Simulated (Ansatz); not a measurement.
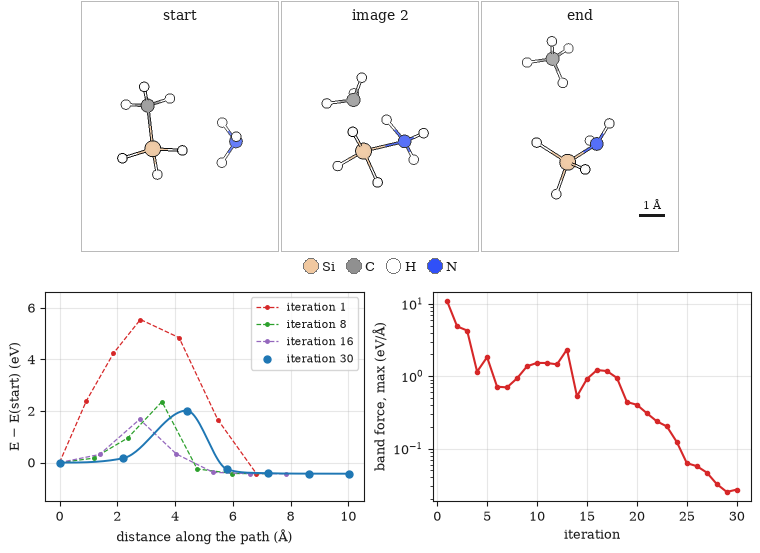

A nudged-elastic-band calculation for CH₉NSi, made up at the start of CH6Si and NH₃. Images are numbered from 0 (start) to 6 (end). The plot follows the band through its iterations. The picture is a ball-and-stick view, seen at a tilt.

All numbers below come from RKS PBE/6-31G* in Ansatz 0.2.0. Set-up: 5 movable images; climbing image; force threshold 0.03 eV/Å; iteration limit 60; starting path through a guess of the saddle point.

> Judge this run.

The result is final at these settings. The band converged in 30 iterations. The largest component of the band force went from 11 to 0.027 eV/Å. The climbing image converged on the top of the path. Its vibrational analysis gives one imaginary mode (1147i cm⁻¹), as a transition state must have. The first iteration put the highest image at 5.55 eV. Forward barrier 2.02 eV, backward barrier 2.45 eV, with image 2 at the top; the reaction energy is −0.43 eV.

Limits of the set-up: the start holds two separate molecules, 2.5 Å apart at their closest, whose relative position is a soft coordinate and is computed without a dispersion correction.
